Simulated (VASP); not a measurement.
Band structure of K$_{2}$S (antifluorite). All values below come from LDA (Ceperley-Alder, Perdew-Zunger), VASP's LDA PAW potentials (set 64) (plane waves; VASP 6.6.1).

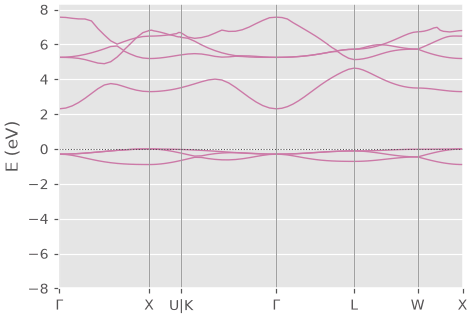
*Bands along high-symmetry lines, zero at the valence-band maximum or, without a gap, the Fermi level*

Read the plot: is there a gap, and where are the band edges?

The gap is indirect, 2.30 eV, from the valence maximum at X to the conduction minimum at Γ. (Edges off the drawn lines would not show.)

The compound is K2S in the antifluorite structure. It was relaxed first, which changed the volume by -8 %.
